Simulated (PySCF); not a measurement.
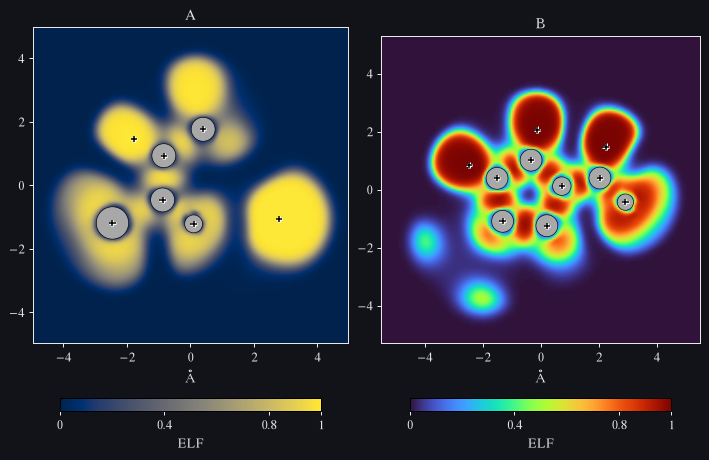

The electron localisation function of 2 systems, each on a plane through atoms (crosses mark nuclei in the plane; grey discs cover the cores).

Level of theory: wB97X-D/def2-SVPD, SCF density, gas phase in PySCF.

System 1: C4H6AlClO2, the plane of atoms Cl1, C2 and O8. Geometry: GFN2-xTB.

```xyz
14

Cl    2.0782    2.1788   -0.7814
C     0.8973    1.1317   -0.0559
C     1.2581   -0.2236    0.0518
C     0.4963   -1.2106    0.9118
C     0.0016   -1.1592   -0.4755
O    -1.1293   -0.5666   -0.7562
Al   -1.9008    0.9136   -0.2250
O    -0.2230    1.5982    0.1665
H     2.2491   -0.4998   -0.2758
H    -0.1749   -0.7773    1.6431
H     1.0695   -2.0605    1.2506
H     0.3646   -1.8777   -1.2108
H    -2.3937    1.7549   -1.4150
H    -2.5936    0.7976    1.1497
```

System 2: C5H8AsNO (SMILES O=CN1C=C[C@H]([AsH2])C1), the plane of atoms N3, C4 and H10. Geometry: GFN2-xTB.

```tsv
atom	x (Å)	y (Å)	z (Å)
O	-2.9379	-1.3844	-0.5221
C	-2.5444	-0.2513	-0.3717
N	-1.2821	0.0803	-0.0506
C	-0.7614	1.3518	0.1508
C	0.5385	1.3116	0.4264
C	1.0464	-0.0932	0.3839
As	2.3806	-0.3293	-1.1191
C	-0.2342	-0.9137	0.1648
H	-3.1939	0.6359	-0.4888
H	-1.4136	2.2041	0.0841
H	1.1750	2.1543	0.6273
H	1.5462	-0.3630	1.3188
H	2.8714	-1.6479	-0.5867
H	3.4814	0.3597	-0.3578
H	-0.1865	-1.5789	-0.7054
H	-0.4930	-1.5272	1.0347
```

Question: Match each panel to its system.

Answer: Panel A is system 1, C4H6AlClO2: the plane holds Cl, C, O and H. C–O (1.23 Å): the ELF peaks at about 0.90 between the atoms, as expected for a polar covalent bond. Panel B is system 2, C5H8AsNO: the plane holds O, C, N and H. C–O (1.21 Å): the ELF peaks at about 0.85 between the atoms (a short, multiple covalent bond).
